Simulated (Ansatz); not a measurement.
# A ladder of methods for AlClF2 (SMILES [F][Al]([F])[Cl])

AlClF2 has 4 atoms, charge 0, and is taken as a singlet. SMILES: `[F][Al]([F])[Cl]`. Geometry: relaxed at PBE0-D4/def2-TZVP.

```xyz
4

F     0.9972    0.7218    1.1496
Al    0.0693   -0.0508    0.0536
F     0.2735   -1.6538   -0.1647
Cl   -1.3400    0.9828   -1.0386
```

Each level gives the energy change with the Al2–Cl4 bond stretched from 2.061 to 4.122 Å (eV). The values are calculated.

```tsv
level	kind	program	value (eV)	less FCI/STO-3G	CPU time (all runs)
HF/STO-3G (restricted)	Hartree–Fock	Ansatz	7.34	+1.59	0.33 s
SVWN5/STO-3G (restricted)	LDA	Ansatz	5.37	-0.38	1.8 s
revPBE/STO-3G (restricted)	GGA	Ansatz	4.88	-0.87	3 s
r2SCAN/STO-3G (restricted)	meta-GGA	Ansatz	5.35	-0.40	7.8 s
B3LYP/STO-3G (restricted)	global hybrid	Ansatz	5.51	-0.24	3 s
PBE0/STO-3G (restricted)	global hybrid	Ansatz	5.81	+0.06	2.9 s
wB97X/STO-3G (restricted)	range-separated hybrid	Ansatz	6.45	+0.70	12 s
B2PLYP/STO-3G (restricted)	double hybrid	Ansatz	5.66	-0.09	4 s
BCCD(T)/STO-3G (restricted)	coupled cluster or CI	Ansatz	5.72	-0.03	0.72 s
FCI/STO-3G	exact in the basis	Ansatz	5.75	0.00	36 s
```

FCI/STO-3G is exact within its basis and frozen core, so for wave-function methods in that basis the difference is their error; functionals converge differently with the basis, so for them it is only a difference. A spin-restricted reference rises too steeply as a bond breaks; here HF/STO-3G, wB97X/STO-3G lie well above the multireference or unrestricted value. The first shape isn't each level's own minimum. The values span 4.88 to 7.34 eV. All rows use very small basis sets, so none should be taken for the real molecule's value. In so small a basis fixed costs decide the times, and correlated methods can beat functionals. CPU times are rough (shared hosts, several kinds of processor and program).

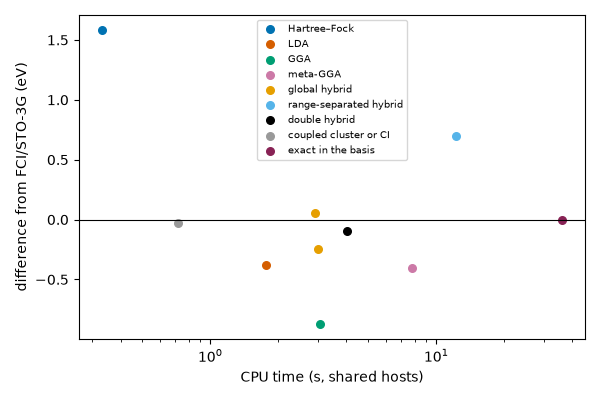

Difference from FCI/STO-3G against processor time, one point a level.
